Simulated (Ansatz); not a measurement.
Results of PBEsol-D3(BJ) (plane waves, PAW; Ansatz, a first-principles code) for 1T (CdI2-type) PtTe2.

Run with plane-wave cutoff 520 eV, 18×18×12 k mesh (along the axes of the cell as run), Fermi–Dirac smearing 0.05 eV, scalar-relativistic PAW data made under PBE.

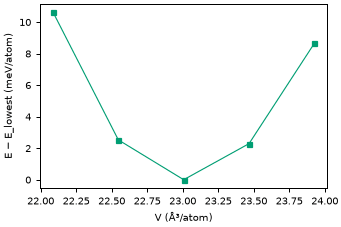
*Total energy against volume*

From the curve, estimate the equilibrium volume and the bulk modulus.

V0 ≈ 23.0 Å³/atom and B0 ≈ 83 GPa; the fit gives V0 = 23.007 Å³/atom, B0 = 83.3 GPa, B′ = 6.8.

Shape and atoms are relaxed at each volume.

Note: the bulk modulus comes from volumes at which shape and atoms were relaxed.

Spin–orbit coupling is not included.

Computed values are for the static lattice.
